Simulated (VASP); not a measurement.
Band structure of MgO (relaxed from the layer:h-BN structure). Computed with r2SCAN meta-GGA, VASP's PBE PAW potentials (set 64) (plane waves; VASP 6.6.1).

The cell holds a wide vacuum, so values per volume refer to the whole cell.

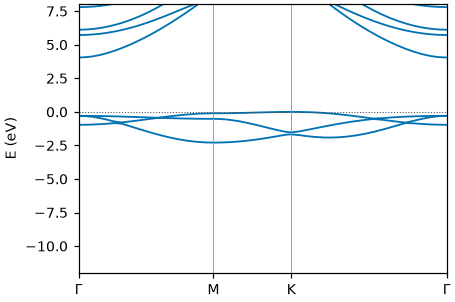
Bands along high-symmetry lines, zero at the valence-band maximum or, without a gap, the Fermi level

Task: Read the plot: is there a gap, and where are the band edges?

Result: The gap is indirect, 4.05 eV, from the valence maximum at K to the conduction minimum at Γ.

The cell is a sheet with vacuum, built from a generated structure.
